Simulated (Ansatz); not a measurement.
System: double-hcp La. Method: PBE-D3(BJ) in Ansatz (PAW).

Settings: plane-wave cutoff 520 eV, 18×18×6 k mesh (along the axes of the cell as run), Fermi–Dirac smearing 0.05 eV, scalar-relativistic PAW data made under PBE.

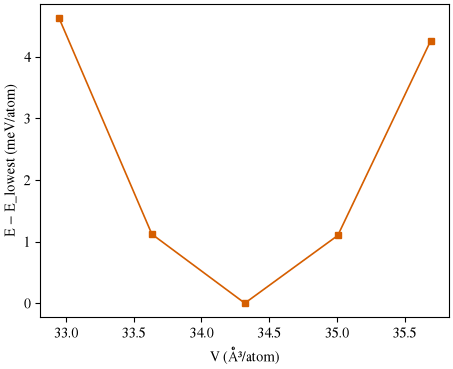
Figure: Total energy against volume

Question: From the curve, estimate the equilibrium volume and the bulk modulus.

Answer: V0 ≈ 34.3 Å³/atom and B0 ≈ 26 GPa; the fit gives V0 = 34.316 Å³/atom, B0 = 25.9 GPa, B′ = 2.7.

Shape and atoms are relaxed at each volume.

Measured, for comparison: bulk modulus 27.9 GPa (room temperature, not corrected to a static lattice; as tabulated in Wikipedia's data pages). Computed (rounded) less measured: bulk modulus -7 %.

Note: the bulk modulus comes from volumes at which shape and atoms were relaxed.

Spin–orbit coupling is not included.

Static lattice: no zero-point or thermal effects.

Ansatz is a program for electronic structure.
